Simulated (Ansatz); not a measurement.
The reference is KI in the rock salt structure (space group Fm-3m, No. 225; a = 7.181 Å).

Modification: a hydrostatic pressure of 30 GPa.

All numbers come from Ansatz (a program for electronic structure) PBE, no SOC.

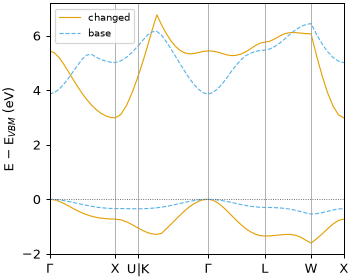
Highest valence and lowest conduction band along the path, each from its own valence-band maximum

Question: Read the changed gap and its character from the plot.

Answer: About 3.0 eV, indirect, Γ → X.

With I present, leaving out spin-orbit coupling can change the band edges. Load acts through the strain it causes; cell and atoms are relaxed under it. Stability against distortions was not tested. Competing high-pressure phases were not computed.
